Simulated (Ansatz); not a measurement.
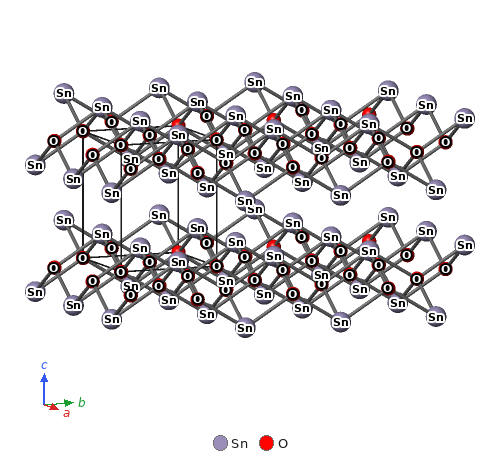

System SnO (space group P4/nmm, No. 129); source of the atomic positions: the geometry relaxed with DFT PBEsol, scalar-relativistic, plane waves, PAW (Ansatz 0.2.0).

Bonds are taken as O–Sn below 2.5 Å; no other contact counts. The graph is simplified in the usual way: terminal and isolated atoms are pruned, two-connected atoms become edges.

### What kind of net remains, and which atoms are its nodes?

A uninodal 4-connected, two-periodic (layers) net: Sn and O are 4-connected nodes.

### Which named net is it?

It is the sql net, known from the square lattice.

### How do the layers lie?

The layers lie parallel to (001).

### Give the point symbol of each node (shortest cycle at each angle).

Sn and O: 4⁴·6².

The simplified net, drawn on the atoms' positions. Nodes are coloured by element. One layer is drawn. Short stubs are edges that leave the cut-out.

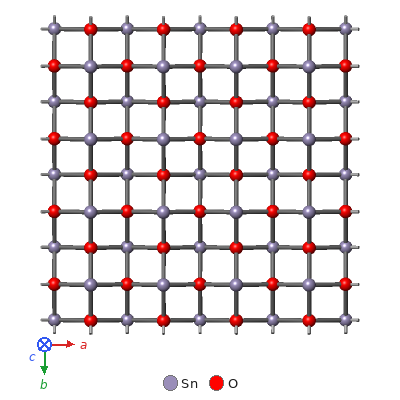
